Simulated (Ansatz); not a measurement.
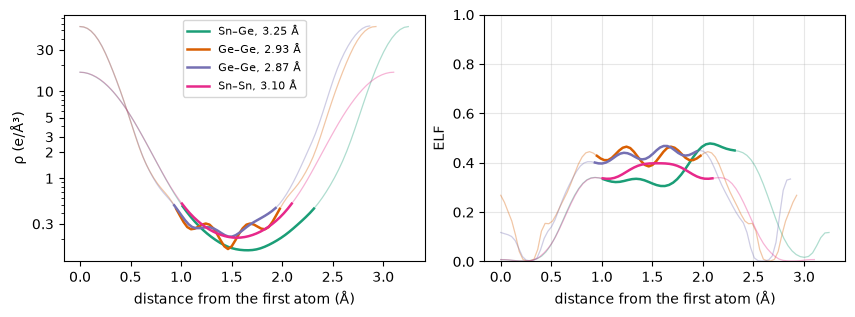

*SnGe5. Valence charge density (pseudo) and ELF along straight lines between neighbouring atoms. Thin, pale parts lie inside the atomic spheres.*

Space group Pmmm; a structure generated by program, which may or may not match a known phase.

Theory: DFT PBE, scalar-relativistic, plane waves, PAW in Ansatz.

The density is the valence pseudo-density of a PAW calculation; it isn't the true density close to the nuclei.

> Compare the contacts.

Sn–Ge (3.25 Å): ρ at the midpoint is about 0.15 e/Å³; the ELF is about 0.30 at the midpoint.
Ge–Ge (2.93 Å): ρ is about 0.15 e/Å³ halfway; the ELF is about 0.40 at the midpoint.
Ge–Ge (2.87 Å): ρ is about 0.22 e/Å³ halfway; the ELF is about 0.40 at the midpoint.
Sn–Sn (3.10 Å): ρ is about 0.21 e/Å³ halfway; the ELF is about 0.40 at the midpoint.
